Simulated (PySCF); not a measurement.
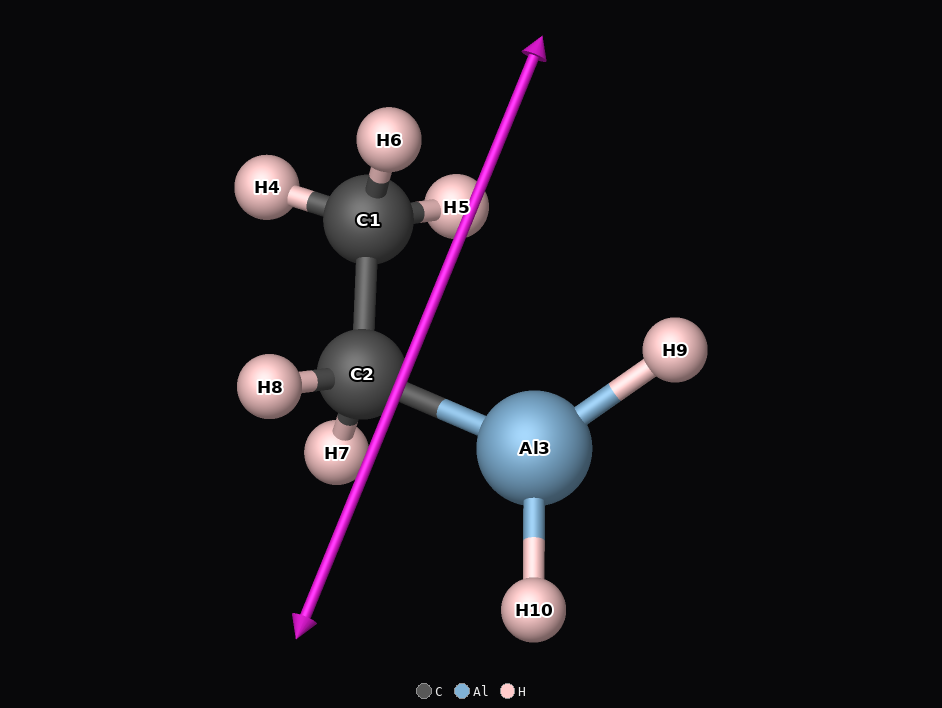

The double arrow shows the direction of the transition dipole to excited singlet state 9 (its length means nothing). The geometry was computed by an optimisation with PBE0-D3(BJ)/def2-SVP. No frequency run is at hand to confirm it as a minimum. Method: TDDFT HF/def2-SVPD, vertical, gas phase, core orbitals frozen in the response (PySCF 2.14.0).

### Where does the transition lie, and how strong is it?

9.49 eV (131 nm), oscillator strength 0.34, of mixed character, with the largest part HOMO−1 → LUMO+3 (weight 0.42); transition dipole 3.07 D.
